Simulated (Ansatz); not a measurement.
# Cu (element-swapped structure): how the settings move a single-point run, part 1 of 2

How sensitive is a single-point run of Cu (element-swapped structure) to its settings? A reference run comes first, then four runs with altered input.

Method: reference: DFT r2SCAN, plane waves, PAW, scalar-relativistic, no spin polarisation, in Ansatz 0.2.0.

## (1) The structure to begin with

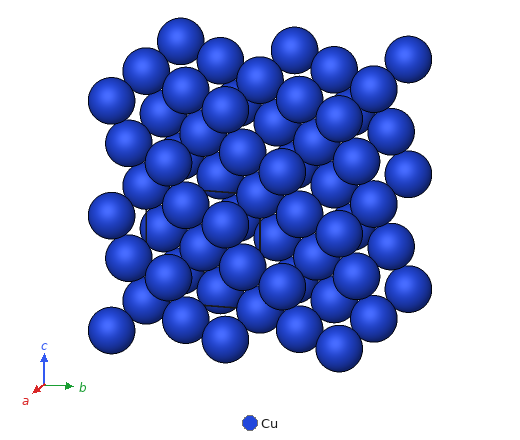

The starting structure, seen slightly off an axis (copper blue). 2×2×2 cells are drawn. Atoms on the faces are drawn again on the opposite ones. The cell drawn here is the conventional one.

Coordinates:

```
Cu
1.0
     0.00000    1.86322    1.86322
     1.86322    0.00000    1.86322
     1.86322    1.86322    0.00000
Cu
1
Direct
  0.00000 0.00000 0.00000
```

## (2) Baseline

input.yaml

```yaml
crystal:
  lattice:
    - [0.0, 1.86322, 1.86322]
    - [1.86322, 0.0, 1.86322]
    - [1.86322, 1.86322, 0.0]
  atoms:
    - { symbol: Cu, position: [0.0, 0.0, 0.0] }
  symmetry: { tolerance: 0.0003 }
kpoints:
  mp_grid: { grid: [8, 8, 8], shift: [0, 0, 0] }
magnetization:
  spin_polarized: false
scf:
  occupations: { method: fermi_dirac, width: 0.0539 }
hamiltonian:
  pseudopotentials: { kind: paw }
  xc: r2scan
basis:
  ecutwfc: 500
output:
  forces: true
  stress: true
  eigenvalues: true
```

The run is started by

```bash
> ansatz run input.yaml --threads 1 --pin off --max-ram 2560MiB --backend cpu --events-out ev --progress --plain --runs-dir out
```

The program printed:

```text
Warning: RAYON_NUM_THREADS=1 ignored (pool sized by the plan → 1); use --threads N
Engine: ansatz 0.2.0, aarch64-unknown-linux-gnu
Pseudopotentials: kind: paw
Pseudopotential: Cu, paw, valence charge 19, recommended cutoff 500 eV (meta_gga), Cu.paw.azcp
Functional definition: r2SCAN
  parameter k0 = 0.174
  parameter k1 = 0.065
  parameter a1 = 4.9479
  exchange = r2scan_x(k0 = k0, k1 = k1, a1 = a1)
  correlation = r2scan_c
Crystal: 1 atoms, lattice volume = 12.937 Å³
Basis set: ecut = 500 eV, 331 PW (Γ), exchange–correlation on 80×80×80 points (64 copies of the dense FFT grid, shifted against one another)
Bands: 14, of which v1, the nominal top of the filled ones, is band 10 counted from 1 (9 counted from 0)
Symmetry: 48 space group operations
Space group: Fm-3m (ITA 225), of the structure as read, at distance tolerance 7.0e-4 Å
k-points: 29 of 512
Non-local potential: Cu, projectors of the file, l = 0: 3, l = 1: 2, l = 2: 3, l = 3: 1
PAW form: soft (Blöchl's): semilocal exchange-correlation on the pseudo side does not see the compensation charge
PAW frozen core: Cu, regenerated for the run's functional (the file was generated under x = pbe(κ = 0.804, μ = 0.2195149727645171), c = pbe(β = 0.06672455060314922))
PAW one-centre angular grid: Cu, 590 points (default); XC on 160 Gauss nodes
Initial density: superposition of atomic densities (neutral atoms: chi_scale 0, normalization atom), corrected by the library's trained network
Initial wavefunctions: pseudopotential atomic-orbital guess
Functional: x = r2scan, c = r2scan; τ floored in thin density (d = 2e-4 eV/Å³)
SCF iter   1: F=—  HF=-6631.156798 eV  |F-HF|=—  |Δ(HF+E_count)|=         —  Δρ=4.12e-2  dr2=1.23e-1  dr2_τ=1.11e-3  ethr=1.77e-3  ⟨swp⟩=5.4  Hψ=2026  notcnv=0
preconditioner: auto → none  [insulator: Δε(μ)=0.430 eV  Ē_g=16.931 eV  σ=0.054 eV  W_gap=0.85  n_scr=0 (ndim 8)  ℏωp=34.2 eV  f_vac=0.000  D(μ)=0.45/eV (n_scr^D=0)  ε∞_Penn≈5.1]
SCF iter   2: F=—  HF=-6631.177521 eV  |F-HF|=—  |Δ(HF+E_count)|=   2.07e-2  Δρ=4.62e-2  dr2=1.53e-1  dr2_τ=1.25e-3  ethr=6.48e-4  ⟨swp⟩=2.2  Hψ=906  notcnv=0  defer=9
SCF iter   3: F=—  HF=-6631.135221 eV  |F-HF|=—  |Δ(HF+E_count)|=   4.23e-2  Δρ=1.77e-3  dr2=1.72e-4  dr2_τ=2.11e-5  ethr=6.48e-4  ⟨swp⟩=2.3  Hψ=723  notcnv=0  defer=9
SCF iter   4: F=—  HF=-6631.134838 eV  |F-HF|=—  |Δ(HF+E_count)|=   3.83e-4  Δρ=1.92e-3  dr2=3.08e-4  dr2_τ=2.41e-6  ethr=9.05e-7  ⟨swp⟩=2.0  Hψ=743  notcnv=0  defer=9
SCF iter   5: F=—  HF=-6631.134802 eV  |F-HF|=—  |Δ(HF+E_count)|=   3.68e-5  Δρ=2.29e-4  dr2=5.98e-6  dr2_τ=4.05e-8  ethr=9.05e-7  ⟨swp⟩=2.1  Hψ=518  notcnv=0  defer=9
SCF iter   6: F=—  HF=-6631.134802 eV  |F-HF|=—  |Δ(HF+E_count)|=   1.86e-7  Δρ=5.50e-5  dr2=2.13e-7  dr2_τ=1.65e-9  ethr=3.15e-8  ⟨swp⟩=2.0  Hψ=560  notcnv=0  defer=9
SCF iter   7: F=-6631.134801 eV  HF=-6631.134801 eV  |F-HF|=3.25e-9  |Δ(HF+E_count)|=   1.40e-8  Δρ=8.75e-6  dr2=5.95e-9  dr2_τ=5.13e-11  ethr=5.26e-10  ⟨swp⟩=5.7  Hψ=1672  notcnv=0
SCF 1 converged in 7 iterations: F = -6631.134801 eV  dr2 = 5.95e-9
SCF converged after 7 iterations
Free energy (F): -6631.134801 eV
Harris-Foulkes:  -6631.134801 eV  (|F-HF|=3.25e-9)
Internal energy: -6631.129929 eV  (E = F + TS)
E sigma→0 (E₀):  -6631.132365 eV
Entropy (-TS):   -0.004873 eV (-4.873 meV/atom)
Fermi energy:    14.614313 eV
--- Per-component energies (eV) ---
  E_band       = -416.695772
  E_kinetic    = 298.658091
  E_local      = -4228.227274  (includes V_loc(G=0)·N_el)
  E_nonlocal   = 396.972482
  E_hartree    = 1862.266566
  E_xc         = -82.796771
  E_vxc        = -123.132507  (∫ρ·V_xc dr)
  E_paw        = -1679.829518  (= ΣΔE_a)
  E_vpaw       = -494.337673  (= ΣTr[D̂ρ^β])
  E_aug_tail   = 0.000134  (compensation charges beyond the density's cutoff)
  E_vtau       = 8.844283  (kinetic-family band-sum trace: ∫τ·v_τ [+ j·A + Jᵃ·Aᵃ] dr)
  E_ewald      = -3197.872530
  E_core_change = -0.301108  (= ΣΔE_core)
  E_smearing   = -0.004873  (= −TS)
  E_closure    = -0.000000  (closes the sum)
  Σ components = -6631.134801   (vs F -6631.134801, Δ=0.00e0)
--- Forces (eV/Å), atoms counted from 1 ---
  atom   1  Cu    -0.00000000     0.00000000     0.00000000
  max |Σ_I F_I| component: 1.36e-31 eV/Å
--- Stress (GPa, compression-positive) ---
      -14.013415       0.000000       0.000000
        0.000000     -14.013415       0.000000
        0.000000       0.000000     -14.013415
  P = ⅓ Tr σ = -14.0134 GPa (-140.134 kbar)
--- Band table (eV; the first three rows and the last of 29) ---
  k-point 0: bands = ["-101.5043", "-57.2873", "-57.2873", "-57.2873", "5.6793", "11.8701", "11.8701", "11.8701", "12.5800", "12.5800", "37.3199", "39.4715", "39.4715", "39.4715"]
  k-point 1: bands = ["-101.5030", "-57.2985", "-57.2890", "-57.2890", "6.2297", "11.7717", "11.9534", "11.9534", "12.5555", "12.5555", "33.2076", "37.8123", "38.2425", "38.2425"]
  k-point 2: bands = ["-101.4999", "-57.3256", "-57.2931", "-57.2931", "7.7646", "11.6424", "12.0036", "12.0036", "12.6621", "12.6621", "26.8830", "37.0057", "37.0057", "37.1477"]
  k-point 28: bands = ["-101.4925", "-57.3385", "-57.3385", "-57.3171", "10.8538", "11.4070", "11.4070", "12.5475", "13.2352", "20.8043", "20.8043", "22.8418", "23.1881", "42.6049"]
```

Wall time 1.1 s (1 thread of Arm Neoverse V2, shared host); peak memory 0.28 GiB.

## (3) Changing settings: occupations.method tetrahedron, preconditioner kerker_dos, xc pbe, width left out

input.yaml: that of step 2 with these lines changed.

```diff
@@ -13,6 +13,7 @@
 scf:
-  occupations: { method: fermi_dirac, width: 0.0539 }
+  occupations: { method: tetrahedron }
+  mixing: { preconditioner: kerker_dos }
 hamiltonian:
   pseudopotentials: { kind: paw }
-  xc: r2scan
+  xc: pbe
 basis:
```

The run is started by

```bash
> ansatz run input.yaml --threads 1 --pin off --max-ram 2560MiB --backend cpu --events-out ev --progress --plain --runs-dir out
```

The program printed:

```text
Warning: output.forces, output.stress, relax.cell or npt_langevin: where a Kohn–Sham band that disperses or a degenerate level is filled in part under the method tetrahedron, the forces or the stress that this run publishes need not agree with its energy (scf.occupations.method in the input reference, under Limitations); prefer a smearing scheme for the forces or the stress
Warning: RAYON_NUM_THREADS=1 ignored (pool sized by the plan → 1); use --threads N
[... 2 set-up lines as earlier in the session ...]
Pseudopotential: Cu, paw, valence charge 19, recommended cutoff 420 eV (normal), Cu.paw.azcp
Functional definition: PBE
  parameter kappa = 0.804
  parameter beta = 0.06672455060314922
  exchange = pbe_x(kappa = kappa, mu = beta*pi^2/3)
  correlation = pbe_c(beta = beta)
Crystal: 1 atoms, lattice volume = 12.937 Å³
Basis set: ecut = 500 eV, 331 PW (Γ), exchange–correlation on 40×40×40 points (8 copies of the dense FFT grid, shifted against one another)
Bands: 14, of which v1, the nominal top of the filled ones, is band 10 counted from 1 (9 counted from 0)
[... 2 set-up lines as earlier in the session ...]
k-points: 29 of 512
[... 2 set-up lines as earlier in the session ...]
PAW one-centre angular grid: Cu, 590 points (default); XC on 64 Gauss nodes
[... 2 set-up lines as earlier in the session ...]
Functional: x = pbe(κ = 0.804, μ = 0.2195149727645171), c = pbe(β = 0.06672455060314922)
SCF iter   1: F=—  HF=-6625.152362 eV  |F-HF|=—  |Δ(HF+E_count)|=         —  Δρ=1.89e-3  dr2=2.28e-4  ethr=1.77e-3  ⟨swp⟩=5.0  Hψ=2079  notcnv=0
SCF iter   2: F=—  HF=-6625.152347 eV  |F-HF|=—  |Δ(HF+E_count)|=   1.50e-5  Δρ=2.12e-3  dr2=2.85e-4  ethr=1.20e-6  ⟨swp⟩=2.6  Hψ=1059  notcnv=0  defer=3
SCF iter   3: F=—  HF=-6625.152315 eV  |F-HF|=—  |Δ(HF+E_count)|=   3.16e-5  Δρ=5.01e-4  dr2=1.05e-5  ethr=1.20e-6  ⟨swp⟩=2.0  Hψ=677  notcnv=0  defer=3
SCF iter   4: F=—  HF=-6625.152335 eV  |F-HF|=—  |Δ(HF+E_count)|=   1.94e-5  Δρ=4.21e-5  dr2=8.90e-8  ethr=5.26e-10  ⟨swp⟩=3.1  Hψ=1764  notcnv=0
SCF iter   5: F=—  HF=-6625.152336 eV  |F-HF|=—  |Δ(HF+E_count)|=   1.26e-6  Δρ=3.62e-5  dr2=1.12e-7  ethr=4.69e-10  ⟨swp⟩=3.9  Hψ=1193  notcnv=0
SCF iter   6: F=-6625.152336 eV  HF=-6625.152336 eV  |F-HF|=1.18e-8  |Δ(HF+E_count)|=   2.60e-8  Δρ=1.12e-5  dr2=1.41e-8  ethr=4.69e-10  ⟨swp⟩=2.1  Hψ=1334  notcnv=0
SCF 1 converged in 6 iterations: F = -6625.152336 eV  dr2 = 1.41e-8
SCF converged after 6 iterations
Stability not checked: this state was not tested for a lower state beside it, because cold or Methfessel-Paxton smearing, or corrected tetrahedra, fill the levels in a way that the test cannot read (fill_not_monotonic; see scf.lower_state_search)
Free energy (F): -6625.152336 eV
Harris-Foulkes:  -6625.152336 eV  (|F-HF|=1.18e-8)
Internal energy: -6625.152381 eV  (E = F + TS)
E sigma→0 (E₀):  -6625.152336 eV
Entropy (-TS):   0.000045 eV (0.045 meV/atom)
Fermi energy:    14.981994 eV
--- Per-component energies (eV) ---
  E_band       = -390.735504
  E_kinetic    = 298.774303
  E_local      = -4216.884373  (includes V_loc(G=0)·N_el)
  E_nonlocal   = 391.390481
  E_hartree    = 1852.621962
  E_xc         = -88.781183
  E_vxc        = -114.512794  (∫ρ·V_xc dr)
  E_paw        = -1664.401174  (= ΣΔE_a)
  E_vpaw       = -454.753895  (= ΣTr[D̂ρ^β])
  E_aug_tail   = 0.000134  (compensation charges beyond the density's cutoff)
  E_ewald      = -3197.872530
  E_smearing   = 0.000045  (= −TS)
  E_closure    = -0.000000  (closes the sum)
  Σ components = -6625.152336   (vs F -6625.152336, Δ=0.00e0)
--- Forces (eV/Å), atoms counted from 1 ---
  atom   1  Cu    -0.00000000     0.00000000     0.00000000
  max |Σ_I F_I| component: 6.98e-32 eV/Å
--- Stress (GPa, compression-positive) ---
       -9.319657       0.000000      -0.000000
       -0.000000      -9.319657      -0.000000
       -0.000000      -0.000000      -9.319657
  P = ⅓ Tr σ = -9.3197 GPa (-93.197 kbar)
--- Band table (eV; the first three rows and the last of 29) ---
  k-point 0: bands = ["-97.4871", "-54.8183", "-54.8183", "-54.8183", "6.1580", "12.1403", "12.1403", "12.1403", "12.8620", "12.8620", "36.7578", "38.5775", "38.5775", "38.5775"]
  k-point 1: bands = ["-97.4858", "-54.8292", "-54.8200", "-54.8200", "6.6868", "12.0458", "12.2227", "12.2227", "12.8374", "12.8374", "32.6610", "37.1473", "37.4251", "37.4251"]
  k-point 2: bands = ["-97.4827", "-54.8556", "-54.8240", "-54.8240", "8.1611", "11.9234", "12.2784", "12.2784", "12.9369", "12.9369", "26.5616", "36.2341", "36.2341", "36.5180"]
  k-point 28: bands = ["-97.4755", "-54.8683", "-54.8683", "-54.8475", "11.1768", "11.7009", "11.7009", "12.8283", "13.4884", "20.7399", "20.7399", "22.7619", "22.8275", "41.7097"]
```

Run time: 0.59 s. Hardware: 1 thread of Arm Neoverse V2, shared host; peak memory 0.24 GiB.

After a change of functional the difference of the totals has no physical meaning; the pressure goes from -14.0 to -9.3 GPa. The smearing changed too. Cost: 6 SCF cycles against 7, 0.59 s against 1.1 s.

## (4) Changed: mp_grid.grid [5, 5, 5]

input.yaml: that of step 2 with these lines changed.

```diff
@@ -9,3 +9,3 @@
 kpoints:
-  mp_grid: { grid: [8, 8, 8], shift: [0, 0, 0] }
+  mp_grid: { grid: [5, 5, 5], shift: [0, 0, 0] }
 magnetization:
@@ -23 +23,5 @@
   eigenvalues: true
+  write_density: true
+  write_potential: true
+  elf: true
+  volumetric_format: npy
```

The run is started by

```bash
> ansatz run input.yaml --threads 1 --pin off --max-ram 2560MiB --backend cpu --events-out ev --progress --plain --runs-dir out
```

The program printed:

```text
Warning: RAYON_NUM_THREADS=1 ignored (pool sized by the plan → 1); use --threads N
[... 9 set-up lines as earlier in the session ...]
Crystal: 1 atoms, lattice volume = 12.937 Å³
Basis set: ecut = 500 eV, 331 PW (Γ), exchange–correlation on 80×80×80 points (64 copies of the dense FFT grid, shifted against one another)
Bands: 14, of which v1, the nominal top of the filled ones, is band 10 counted from 1 (9 counted from 0)
[... 2 set-up lines as earlier in the session ...]
k-points: 10 of 125
[... 7 set-up lines as earlier in the session ...]
SCF iter   1: F=—  HF=-6631.286355 eV  |F-HF|=—  |Δ(HF+E_count)|=         —  Δρ=4.43e-2  dr2=1.44e-1  dr2_τ=1.10e-3  ethr=1.77e-3  ⟨swp⟩=5.4  Hψ=703  notcnv=0
preconditioner: auto → none  [insulator: Δε(μ)=1.868 eV  Ē_g=16.979 eV  σ=0.054 eV  W_gap=0.58  n_scr=0 (ndim 8)  ℏωp=34.2 eV  f_vac=0.000  D(μ)=0.43/eV (n_scr^D=0)  ε∞_Penn≈5.1]
SCF iter   2: F=—  HF=-6631.307871 eV  |F-HF|=—  |Δ(HF+E_count)|=   2.15e-2  Δρ=4.81e-2  dr2=1.64e-1  dr2_τ=1.45e-3  ethr=7.58e-4  ⟨swp⟩=2.1  Hψ=311  notcnv=0  defer=3
SCF iter   3: F=—  HF=-6631.260740 eV  |F-HF|=—  |Δ(HF+E_count)|=   4.71e-2  Δρ=8.69e-4  dr2=5.31e-5  dr2_τ=1.12e-5  ethr=7.58e-4  ⟨swp⟩=2.3  Hψ=256  notcnv=0  defer=3
SCF iter   4: F=—  HF=-6631.260468 eV  |F-HF|=—  |Δ(HF+E_count)|=   2.71e-4  Δρ=1.56e-3  dr2=2.04e-4  dr2_τ=1.79e-6  ethr=2.80e-7  ⟨swp⟩=2.0  Hψ=260  notcnv=0  defer=3
SCF iter   5: F=—  HF=-6631.260441 eV  |F-HF|=—  |Δ(HF+E_count)|=   2.76e-5  Δρ=1.37e-4  dr2=1.91e-6  dr2_τ=2.49e-8  ethr=2.80e-7  ⟨swp⟩=2.0  Hψ=190  notcnv=0  defer=3
SCF iter   6: F=-6631.260443 eV  HF=-6631.260444 eV  |F-HF|=4.08e-8  |Δ(HF+E_count)|=   2.95e-6  Δρ=2.73e-5  dr2=5.35e-8  dr2_τ=8.56e-10  ethr=5.26e-10  ⟨swp⟩=7.0  Hψ=884  notcnv=0
SCF 1 converged in 6 iterations: F = -6631.260443 eV  dr2 = 5.35e-8
SCF converged after 6 iterations
Free energy (F): -6631.260443 eV
Harris-Foulkes:  -6631.260444 eV  (|F-HF|=4.08e-8)
Internal energy: -6631.256927 eV  (E = F + TS)
E sigma→0 (E₀):  -6631.258685 eV
Entropy (-TS):   -0.003517 eV (-3.517 meV/atom)
Fermi energy:    14.241762 eV
--- Per-component energies (eV) ---
  E_band       = -416.145313
  E_kinetic    = 298.758861
  E_local      = -4229.545212  (includes V_loc(G=0)·N_el)
  E_nonlocal   = 397.411979
  E_hartree    = 1863.377991
  E_xc         = -82.774929
  E_vxc        = -123.095188  (∫ρ·V_xc dr)
  E_paw        = -1680.312113  (= ΣΔE_a)
  E_vpaw       = -495.251625  (= ΣTr[D̂ρ^β])
  E_aug_tail   = 0.000134  (compensation charges beyond the density's cutoff)
  E_vtau       = 8.839414  (kinetic-family band-sum trace: ∫τ·v_τ [+ j·A + Jᵃ·Aᵃ] dr)
  E_ewald      = -3197.872530
  E_core_change = -0.301108  (= ΣΔE_core)
  E_smearing   = -0.003517  (= −TS)
  E_closure    = -0.000000  (closes the sum)
  Σ components = -6631.260443   (vs F -6631.260443, Δ=0.00e0)
--- Forces (eV/Å), atoms counted from 1 ---
  atom   1  Cu    -0.00000000     0.00000000    -0.00000000
  max |Σ_I F_I| component: 1.31e-31 eV/Å
--- Stress (GPa, compression-positive) ---
      -15.272272      -0.000000       0.000000
       -0.000000     -15.272272      -0.000000
        0.000000       0.000000     -15.272272
  P = ⅓ Tr σ = -15.2723 GPa (-152.723 kbar)
--- Band table (eV; the first three rows and the last of 10) ---
  k-point 0: bands = ["-101.4606", "-57.2450", "-57.2450", "-57.2450", "5.6880", "11.9041", "11.9041", "11.9041", "12.6156", "12.6156", "37.3083", "39.4715", "39.4715", "39.4715"]
  k-point 1: bands = ["-101.4575", "-57.2716", "-57.2491", "-57.2491", "7.0625", "11.7031", "12.0447", "12.0447", "12.6196", "12.6196", "29.3536", "37.4302", "37.4302", "37.4734"]
  k-point 2: bands = ["-101.4526", "-57.3143", "-57.2556", "-57.2556", "9.7137", "11.9045", "11.9045", "12.6425", "13.0399", "13.0399", "20.4597", "36.1293", "36.3348", "36.3348"]
  k-point 9: bands = ["-101.4495", "-57.3036", "-57.2863", "-57.2694", "10.8731", "11.1968", "11.5824", "12.6558", "13.1000", "16.8468", "22.8187", "24.2673", "26.0391", "40.1549"]
```

It took 0.79 s on 1 thread of Arm Neoverse V2, shared host; peak memory 0.28 GiB.

Changing the k-point mesh moves the energy by -125.6 meV/atom, and the pressure goes from -14.0 to -15.3 GPa. The energy is not variational in the mesh, so the sign tells nothing. The variant is not converged in its settings.

## (5) Variant: dispersion d3bj

input.yaml: that of step 2 with these lines changed.

```diff
@@ -17,2 +17,3 @@
   xc: r2scan
+  dispersion: d3bj
 basis:
```

The run is started by

```bash
> ansatz run input.yaml --threads 1 --pin off --max-ram 2560MiB --backend cpu --events-out ev --progress --plain --runs-dir out
```

The program printed:

```text
Warning: the engine holds no damping parameters fitted to this dispersion correction and functional, so the run takes those fitted to r2scan beside the three-body term, which d3bj leaves out (hamiltonian.dispersion, under Limitations)
Warning: RAYON_NUM_THREADS=1 ignored (pool sized by the plan → 1); use --threads N
[... 9 set-up lines as earlier in the session ...]
Crystal: 1 atoms, lattice volume = 12.937 Å³
Basis set: ecut = 500 eV, 331 PW (Γ), exchange–correlation on 80×80×80 points (64 copies of the dense FFT grid, shifted against one another)
Bands: 14, of which v1, the nominal top of the filled ones, is band 10 counted from 1 (9 counted from 0)
[... 2 set-up lines as earlier in the session ...]
k-points: 29 of 512
[... 7 set-up lines as earlier in the session ...]
SCF iter   1: F=—  HF=-6631.407165 eV  |F-HF|=—  |Δ(HF+E_count)|=         —  Δρ=4.12e-2  dr2=1.23e-1  dr2_τ=1.11e-3  ethr=1.77e-3  ⟨swp⟩=5.4  Hψ=2026  notcnv=0
preconditioner: auto → none  [insulator: Δε(μ)=0.430 eV  Ē_g=16.931 eV  σ=0.054 eV  W_gap=0.85  n_scr=0 (ndim 8)  ℏωp=34.2 eV  f_vac=0.000  D(μ)=0.45/eV (n_scr^D=0)  ε∞_Penn≈5.1]
SCF iter   2: F=—  HF=-6631.427888 eV  |F-HF|=—  |Δ(HF+E_count)|=   2.07e-2  Δρ=4.62e-2  dr2=1.53e-1  dr2_τ=1.25e-3  ethr=6.48e-4  ⟨swp⟩=2.2  Hψ=906  notcnv=0  defer=9
SCF iter   3: F=—  HF=-6631.385588 eV  |F-HF|=—  |Δ(HF+E_count)|=   4.23e-2  Δρ=1.77e-3  dr2=1.72e-4  dr2_τ=2.11e-5  ethr=6.48e-4  ⟨swp⟩=2.3  Hψ=723  notcnv=0  defer=9
SCF iter   4: F=—  HF=-6631.385205 eV  |F-HF|=—  |Δ(HF+E_count)|=   3.83e-4  Δρ=1.92e-3  dr2=3.08e-4  dr2_τ=2.41e-6  ethr=9.05e-7  ⟨swp⟩=2.0  Hψ=743  notcnv=0  defer=9
SCF iter   5: F=—  HF=-6631.385169 eV  |F-HF|=—  |Δ(HF+E_count)|=   3.68e-5  Δρ=2.29e-4  dr2=5.98e-6  dr2_τ=4.05e-8  ethr=9.05e-7  ⟨swp⟩=2.1  Hψ=518  notcnv=0  defer=9
SCF iter   6: F=—  HF=-6631.385168 eV  |F-HF|=—  |Δ(HF+E_count)|=   1.86e-7  Δρ=5.50e-5  dr2=2.13e-7  dr2_τ=1.65e-9  ethr=3.15e-8  ⟨swp⟩=2.0  Hψ=560  notcnv=0  defer=9
SCF iter   7: F=-6631.385168 eV  HF=-6631.385168 eV  |F-HF|=3.25e-9  |Δ(HF+E_count)|=   1.40e-8  Δρ=8.75e-6  dr2=5.95e-9  dr2_τ=5.13e-11  ethr=5.26e-10  ⟨swp⟩=5.7  Hψ=1672  notcnv=0
SCF 1 converged in 7 iterations: F = -6631.385168 eV  dr2 = 5.95e-9
SCF converged after 7 iterations
Free energy (F): -6631.385168 eV
Harris-Foulkes:  -6631.385168 eV  (|F-HF|=3.25e-9)
Internal energy: -6631.380295 eV  (E = F + TS)
E sigma→0 (E₀):  -6631.382732 eV
Entropy (-TS):   -0.004873 eV (-4.873 meV/atom)
Fermi energy:    14.614313 eV
--- Per-component energies (eV) ---
  E_band       = -416.695772
  E_kinetic    = 298.658091
  E_local      = -4228.227274  (includes V_loc(G=0)·N_el)
  E_nonlocal   = 396.972482
  E_hartree    = 1862.266566
  E_xc         = -82.796771
  E_vxc        = -123.132507  (∫ρ·V_xc dr)
  E_paw        = -1679.829518  (= ΣΔE_a)
  E_vpaw       = -494.337673  (= ΣTr[D̂ρ^β])
  E_aug_tail   = 0.000134  (compensation charges beyond the density's cutoff)
  E_vtau       = 8.844283  (kinetic-family band-sum trace: ∫τ·v_τ [+ j·A + Jᵃ·Aᵃ] dr)
  E_ewald      = -3197.872530
  E_disp       = -0.250367  (pairwise vdW)
  E_core_change = -0.301108  (= ΣΔE_core)
  E_smearing   = -0.004873  (= −TS)
  E_closure    = 0.000000  (closes the sum)
  Σ components = -6631.385168   (vs F -6631.385168, Δ=0.00e0)
--- Forces (eV/Å), atoms counted from 1 ---
  atom   1  Cu    -0.00000000     0.00000000     0.00000000
  max |Σ_I F_I| component: 1.36e-31 eV/Å
--- Stress (GPa, compression-positive) ---
      -17.152959       0.000000       0.000000
        0.000000     -17.152959       0.000000
        0.000000      -0.000000     -17.152959
  P = ⅓ Tr σ = -17.1530 GPa (-171.530 kbar)
--- Band table (eV; the first three rows and the last of 29) ---
  k-point 0: bands = ["-101.5043", "-57.2873", "-57.2873", "-57.2873", "5.6793", "11.8701", "11.8701", "11.8701", "12.5800", "12.5800", "37.3199", "39.4715", "39.4715", "39.4715"]
  k-point 1: bands = ["-101.5030", "-57.2985", "-57.2890", "-57.2890", "6.2297", "11.7717", "11.9534", "11.9534", "12.5555", "12.5555", "33.2076", "37.8123", "38.2425", "38.2425"]
  k-point 2: bands = ["-101.4999", "-57.3256", "-57.2931", "-57.2931", "7.7646", "11.6424", "12.0036", "12.0036", "12.6621", "12.6621", "26.8830", "37.0057", "37.0057", "37.1477"]
  k-point 28: bands = ["-101.4925", "-57.3385", "-57.3385", "-57.3171", "10.8538", "11.4070", "11.4070", "12.5475", "13.2352", "20.8043", "20.8043", "22.8418", "23.1881", "42.6049"]
```

Run time: 1.1 s. Hardware: 1 thread of Arm Neoverse V2, shared host; peak memory 0.28 GiB.

The energy moves by -250.4 meV/atom, nearly all of it the dispersion term itself (-250.4 meV/atom); that offset belongs to the model and is no gain or loss of stability; the pressure goes from -14.0 to -17.2 GPa. The damping parameters are borrowed, as the log notes.

(Continued in part 2 of 2.)
